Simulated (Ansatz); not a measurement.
**CH₆BNO: density, localisation and related maps**

Input

```
crystal:
  periodic: [false, false, false]
  atoms:
    - {symbol: B, position_ang: [0.348804, 0.863285, -0.272174]}
    - {symbol: C, position_ang: [-0.105377, -0.632018, -0.170074]}
    - {symbol: N, position_ang: [-0.325280, -1.068539, 1.203113]}
    - {symbol: O, position_ang: [0.880566, 1.297992, -1.439819]}
    - {symbol: H, position_ang: [-0.989088, -0.736728, -0.829325]}
    - {symbol: H, position_ang: [0.205129, 1.637640, 0.642163]}
    - {symbol: H, position_ang: [0.665595, -1.260176, -0.632592]}
    - {symbol: H, position_ang: [-0.782605, -1.970033, 1.236981]}
    - {symbol: H, position_ang: [-0.918038, -0.413694, 1.696476]}
    - {symbol: H, position_ang: [1.103393, 2.231071, -1.431549]}
basis:
  gaussian: {orbitals: def2-TZVPP}
hamiltonian: {xc: pbe0, dispersion: d4}
output: {orbitals: {seedname: orbitals}}
```

Launched as:

```sh
ansatz run in.yaml --threads 2 --pin off --events-out ev --progress --plain --max-ram 4352MiB
```

Geometry: PBE0-D4/def2-TZVP.

These are results of RKS PBE0-D4/def2-TZVPP in Ansatz 0.2.0, not measurements.

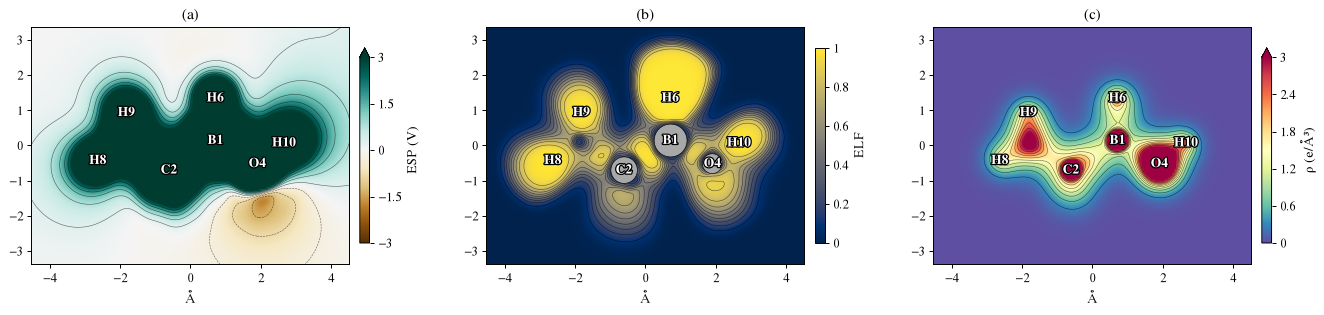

Figure 1. (a) molecular electrostatic potential; (b) electron localisation function; (c) electron density on the plane of atoms C2, B1 and O4. Grey discs cover the atomic cores in the ELF map.

> What does the map show?

- Atoms in the plane: B, C, O and H.
- B–O (1.35 Å): ρ at the midpoint is about 2.2 e/Å³; the ELF peaks at about 0.90 between the atoms; a short, strongly polar bond.
- C–B (1.57 Å): ρ is about 1.5 e/Å³ halfway; the ELF peaks at about 1 between the atoms, as expected for localised, covalent bonding.
- O–H (0.96 Å): ρ at the midpoint is about 3.8 e/Å³; the ELF climbs to about 1 towards the hydrogen, as it does in any bond to H: an ordinary covalent bond to hydrogen.
- B–H (1.21 Å): ρ at the midpoint is about 1.2 e/Å³; the ELF climbs to about 1 towards the hydrogen; an ordinary covalent bond to hydrogen.
- The ELF also peaks beside O4, away from the bonds: lone-pair regions.
- Outside the dense part of the molecule the potential is most negative (−1.7 V) near O4.

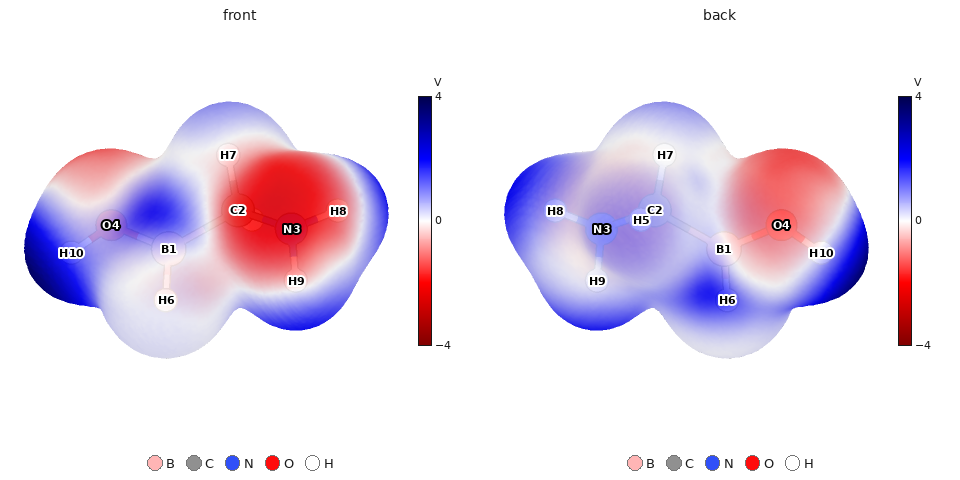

Figure 2. The molecular electrostatic potential painted on the density surface at 0.004 e/bohr³, seen from the front and from behind; the colour scale runs from red (negative) to blue (positive).

> Describe the electrostatic potential map.

The most negative region (about −2.3 V, or −53 kcal/mol for a unit charge) lies over N3, the most positive (about +3.6 V, or +83 kcal/mol for a unit charge) over H10. N3 is the likeliest acceptor of a hydrogen bond.

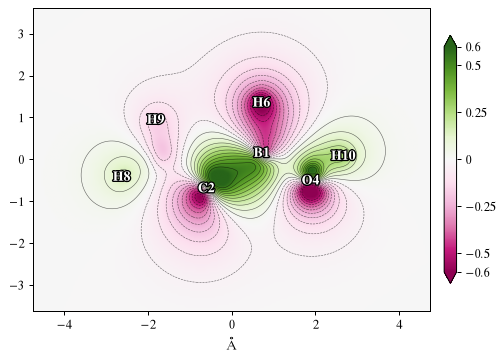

Figure 3. The HOMO−1 on the plane of atoms C2, B1 and O4 (values in Å⁻³ᐟ²; the overall sign is arbitrary).

> Where does this orbital lie, and at what energy?

It lies mainly on C2 (about 25 %), B1 (about 25 %), H6 (about 20 %) and O4 (about 15 %). Its energy is −8.49 eV.
